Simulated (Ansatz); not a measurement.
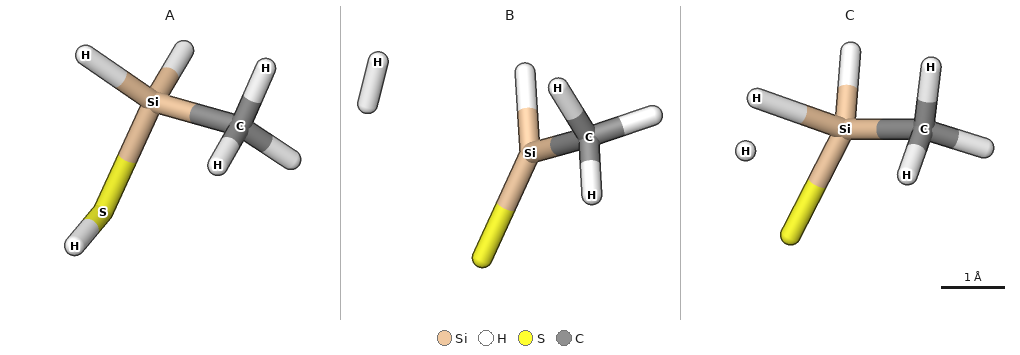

Three geometries of CH₆SSi: a saddle point and the two minima that it joins, in shuffled order. The picture is a stick view, seen at a tilt. Sticks join atoms that are closer than about 1.2 times the sum of their covalent radii (a little more with hydrogen).

Stationary points at PBE0-D4/def2-TZVP, single-point energies with PBE0-D4 (def2-TZVPP where no basis is named; Ansatz 0.2.0). The energies are electronic, without zero-point or thermal terms, and both ends are the minima reached downhill from the saddle, with any fragments still in contact.

Identify the saddle point and describe the reaction.

Frame C is the saddle point. Counted by bonded pieces, A holds CH₆SSi and B holds CH₄SSi + H₂. From A over the saddle to B, a bond forms: H–H (3.08 → 0.97 → 0.75 Å). Bonds break: H–Si (1.49 → 1.71 → 3.22 Å), H–S (1.34 → 1.88 → 3.61 Å). The saddle has one imaginary mode, 1143i cm⁻¹. With PBE0-D4 the barrier is 48.0 kcal/mol from A and 17.5 kcal/mol from B, and B lies 30.5 kcal/mol above A.
